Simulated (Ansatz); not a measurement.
## Strength of the Sn–H bond: SnH3Cl → SnH2Cl + H

Species: SnH3Cl `[Cl][SnH3]`, singlet; SnH2Cl `[Cl][SnH2]`, doublet; H atom, doublet. 

Shapes, held fixed at every level: PBE0-D4/def2-TZVP. Programs: Ansatz 0.2.0. The zero-point and thermal change to 298 K, harmonic and unscaled (PBE0-D4/def2-TZVP), is -16.0 kJ/mol.

```tsv
level	kind	ΔH(298 K) (kJ/mol)	less CCSD(T)/def2-TZVPP
HF/def2-TZVPP	Hartree–Fock	+233.8	-80.2
SPW92/def2-TZVPP	LDA	+330.0	+16.0
PBE-D4/def2-TZVPP	GGA	+290.9	-23.1
BHLYP-D4/def2-TZVPP	global hybrid	+307.0	-7.0
wB97M-V/def2-TZVPP	range-separated hybrid	+310.1	-3.9
wB97X-V/def2-TZVPP	range-separated hybrid	+316.7	+2.7
CCSD/def2-TZVPP	coupled cluster or CI	+313.2	-0.8
CCSD(T)/def2-TZVPP	coupled cluster or CI	+314.0	0.0
```

The highest level, CCSD(T)/def2-TZVPP, gives ΔH(298 K) = +314.0 kJ/mol; the levels span +233.8 to +330.0. The column of differences is taken from that level and isn't an error. Hartree–Fock misses the correlation of the pair that is broken and comes out low. No measured value is set beside it here. Open shells run unrestricted unless RO is named. For atoms past krypton def2 sets carry core potentials with scalar relativity. Correlated rows may include outer-core shells of Sn, which these sets cover unevenly.

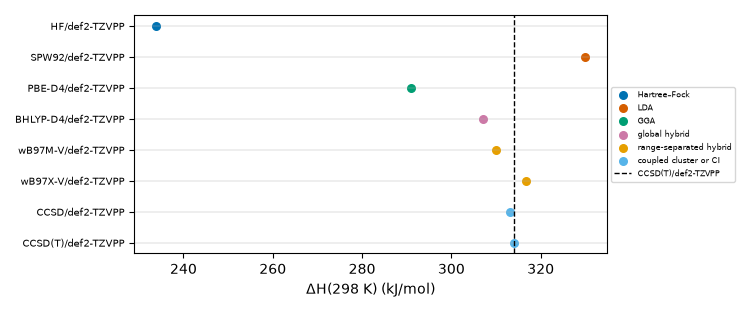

The values of the table, level by level.
